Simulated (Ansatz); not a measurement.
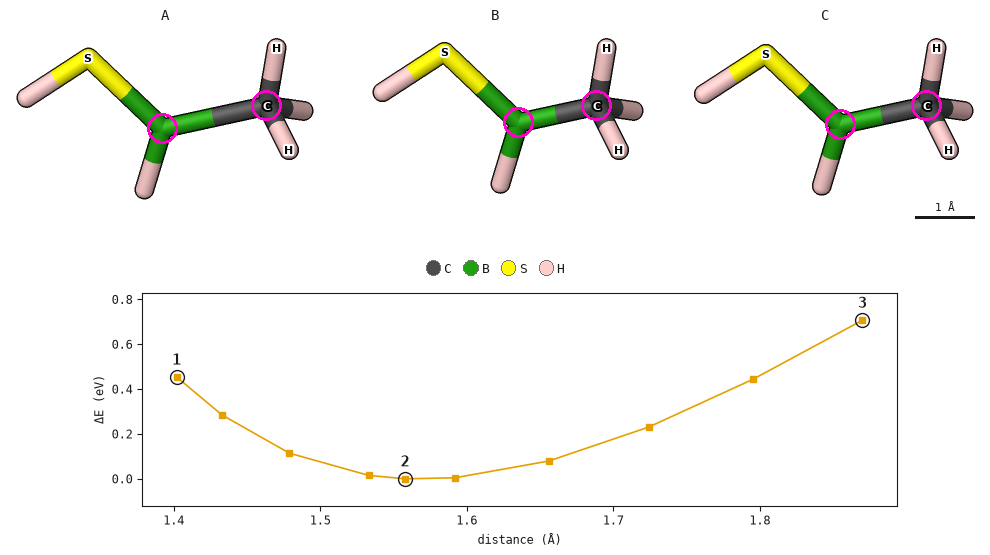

Energy scan for CH$_{5}$BS, in which the C–B bond length is varied, with the rest of the molecule carried along rigidly. The frames are shuffled; the numbered points of the plot belong to them. The picture is a stick view, seen at a tilt. The ringed atoms are those of the scanned coordinate.

Single-point energies from Ansatz with CCSD(T) in the def2-TZVPP basis, on geometries moved rigidly from the minimum at PBE0-D4/def2-TZVP. Coupled cluster with a frozen core. Energies are counted from the PBE0-D4/def2-TZVP minimum geometry at the same level.

Which frame belongs to which numbered point?

Point 1 is frame B (the distance 1.402 Å, 0.454 eV); 2 is frame C (the distance 1.558 Å, 0.000 eV); 3 is frame A (the distance 1.870 Å, 0.707 eV). Of the computed points the lowest is at the distance 1.558 Å, 0.000 eV. At the ends of the scan the energy is 0.454 eV (1.402 Å) and 0.707 eV (1.870 Å). The curvature at the lowest point is about 26 eV/Å² (4.2 mdyn/Å). The well is steeper on the short side, as for any bond.
